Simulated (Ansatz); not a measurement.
A series of calculations on WH₂OCl₅F

## 1. Relaxation

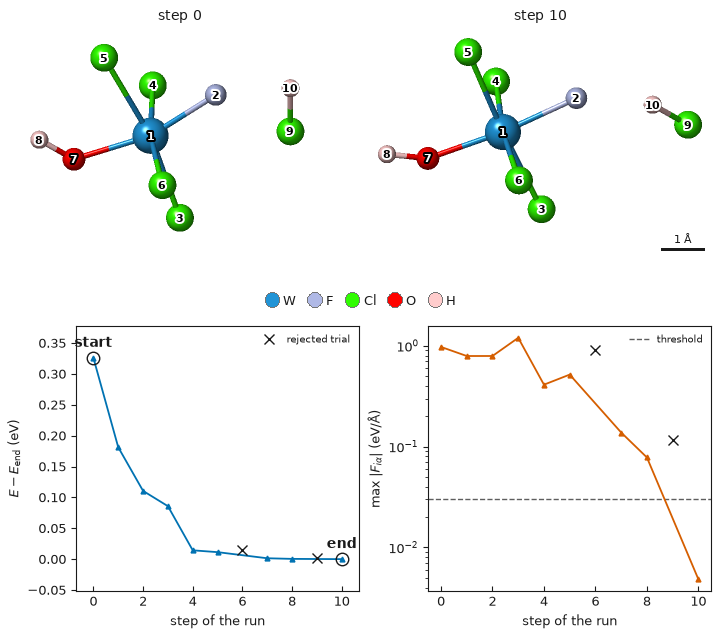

First and last geometry of a relaxation of WH2OCl5F, with the history of the run. Style: ball-and-stick. Shown at a tilt.

The run prepares an end point of a later path (reaction) calculation, from a guessed geometry.

All numbers below come from RKS PBE/def2-SVP in Ansatz 0.2.0.

Input
```yaml
crystal:
  periodic: [false, false, false]
  atoms:
    - { symbol: W, position_ang: [0.195873, 0.109993, -0.241554] }
    - { symbol: F, position_ang: [-0.175604, 0.254253, 1.580239] }
    - { symbol: Cl, position_ang: [2.481558, 0.012643, -0.506002] }
    - { symbol: Cl, position_ang: [0.277265, 2.426519, -0.327275] }
    - { symbol: Cl, position_ang: [-2.187156, 0.120407, -0.36125] }
    - { symbol: Cl, position_ang: [0.226511, -2.190041, 0.154378] }
    - { symbol: O, position_ang: [-0.003708, -0.086631, -2.095641] }
    - { symbol: H, position_ang: [-0.838482, -0.14368, -2.601999] }
    - { symbol: Cl, position_ang: [2.198694, 1.615094, 2.362614] }
    - { symbol: H, position_ang: [0.994848, 1.426141, 2.907189] }
basis:
  gaussian: { orbitals: def2-SVP }
hamiltonian:
  xc: pbe
relax:
  f_tol: 0.03
  max_steps: 50
output:
  orbitals: {}
```

Command:
```bash
ansatz run input.yaml --threads 4 --pin off --max-ram 5120MiB --backend cpu --events-out ev --progress --plain --runs-dir out
```

> Did the run converge, and what did it change?

It converged. Cl9 moves most after the best rigid fit: 0.89 Å. By element the largest moves are Cl 0.89 Å, H 0.44 Å, F 0.27 Å, W 0.20 Å, O 0.19 Å. Some distances before and after: W1–Cl5 2.386 → 2.344 Å, Cl9–H10 1.335 → 1.301 Å, W1–F2 1.865 → 1.896 Å, W1–O7 1.875 → 1.854 Å. Bond angles that change, for instance: W1–O7–H8 127.5° → 151.0°, F2–W1–Cl3 108.2° → 91.8°, F2–W1–O7 162.3° → 173.9°. The energy falls by 0.326 eV in 8 accepted moves (10 points after the start). Largest force component: 0.98 eV/Å at the start, 0.0048 eV/Å at the end. The line search rejected the trial steps at points 6, 9 of the run.

## 2. Relaxation

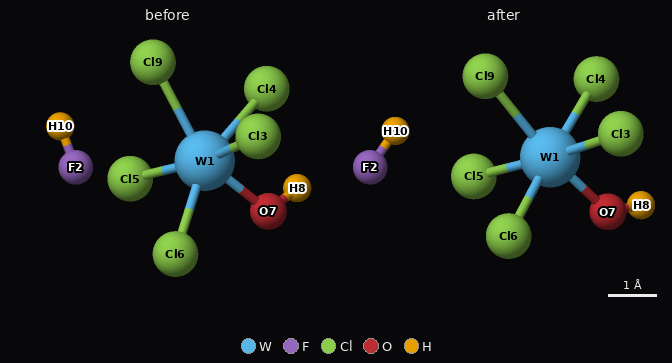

The structure of WH2OCl5F before (left) and after (right) a relaxation, at one scale.

Style: ball-and-stick. Shown at a tilt.

The run prepares an end point of a later path (reaction) calculation, from a guessed geometry.

Computed with RKS PBE/def2-SVP in Ansatz 0.2.0. (no spin polarisation; force threshold 0.03 eV/Å; at most 50 steps)

Q: What changed between the two?

A: The largest move after the best rigid fit is that of F2, 0.90 Å. By element the largest moves are F 0.90 Å, Cl 0.62 Å, H 0.42 Å, W 0.21 Å, O 0.11 Å. Some distances before and after: W1–F2 3.058 → 4.014 Å, W1–Cl4 2.437 → 2.357 Å, W1–Cl9 2.385 → 2.359 Å, W1–Cl3 2.318 → 2.332 Å. Among the angles between lasting bonds that change: Cl6–W1–Cl9 124.3° → 95.9°, Cl4–W1–Cl6 158.2° → 177.6°, W1–O7–H8 113.9° → 132.8°. Over 19 accepted moves (22 points after the start) the energy falls by 0.272 eV. Largest force component: 0.38 eV/Å at the start, 0.015 eV/Å at the end. The line search rejected the trial steps at points 8, 18, 21 of the run. The forces were under the threshold at step 12, but the run went on from there.

Limits of the set-up: the start holds two separate molecules, 2.6 Å apart at their closest, whose relative position is a soft coordinate and is computed without a dispersion correction.

## 3. Path

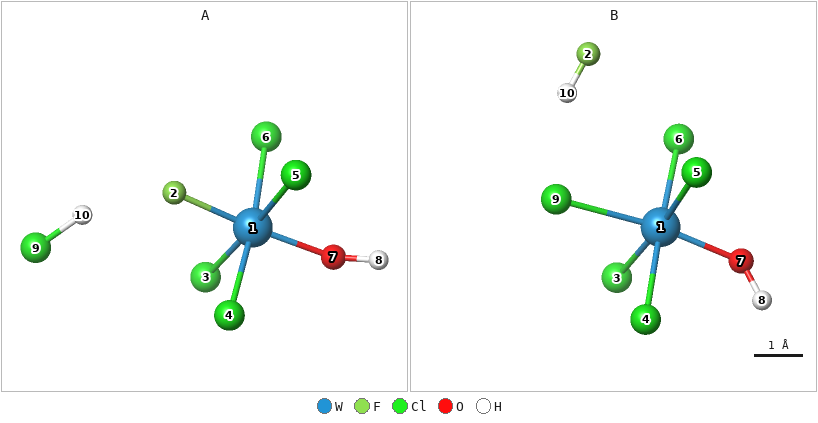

The two relaxed end points of a path for WH2OCl5F. A ball-and-stick model, seen at a tilt.

The calculation used Ansatz, RKS PBE/def2-SVP.

Settings: 7 movable images; climbing image; force threshold 0.05 eV/Å; iteration limit 60.

Start:
```xyz
10

W     0.0394    0.1212   -0.3658
F     0.0176    0.4355    1.5038
Cl    2.3512    0.1420   -0.4146
Cl    0.0312    2.4318   -0.6489
Cl   -2.2994    0.1125   -0.2053
Cl    0.0966   -2.1556    0.1284
O    -0.1379   -0.1899   -2.1849
H    -0.6891   -0.3307   -2.9747
Cl    2.4438    1.7545    3.2031
H     1.3164    1.2233    2.8296
```

End:
```xyz
10

W     0.4404    0.3978   -0.4405
F    -0.0850   -0.3000    3.4769
Cl    2.6405    0.1051   -1.1575
Cl    0.3407    2.4752   -1.5506
Cl   -1.6827    0.7272    0.4385
Cl    0.5273   -1.6710    0.5563
O    -0.2437   -0.2990   -2.0432
H    -0.4770    0.1114   -2.8995
Cl    1.3137    1.5883    1.3988
H     0.3956    0.4098    3.0916
```

Q: Predict the minimum-energy path and its barrier.

A: The highest point, image 4, lies 89.8 kJ/mol above the start and 36.0 kJ/mol above the end; the end is at +53.8 kJ/mol relative to the start. Breaking: Cl9–H10 (1.30 → 1.44 at the top → 2.26 Å), W1–F2 (1.90 → 2.10 at the top → 4.01 Å). Forming: F2–H10 (2.02 → 1.30 at the top → 0.94 Å), W1–Cl9 (4.60 → 2.84 at the top → 2.36 Å). The band converged in 25 iterations. The largest component of the band force went from 48 to 0.034 eV/Å. The climbing image converged on the top of the path. Its vibrational analysis gives one imaginary mode (262i cm⁻¹), as a transition state must have.

Energies of the converged images:

| image | path (Å) | E (kJ/mol) |
| --- | --- | --- |
| 0 | 0.00 | 0.0 |
| 1 | 1.23 | 0.5 |
| 2 | 2.47 | 1.1 |
| 3 | 3.70 | 39.0 |
| 4 | 4.93 | 89.8 |
| 5 | 5.89 | 75.6 |
| 6 | 6.84 | 63.0 |
| 7 | 7.80 | 54.4 |
| 8 | 8.75 | 53.8 |

The geometry at the top of the path:

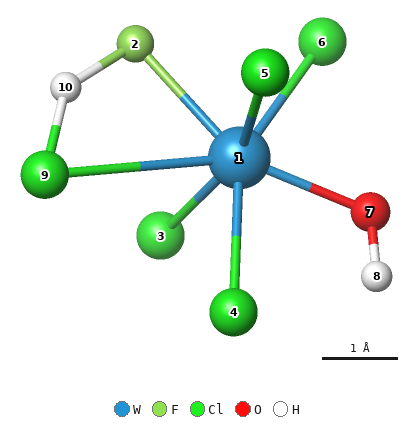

Cost: 8.6 min on 4 threads of Arm Neoverse V2, on a shared host, peak memory 0.49 GiB.
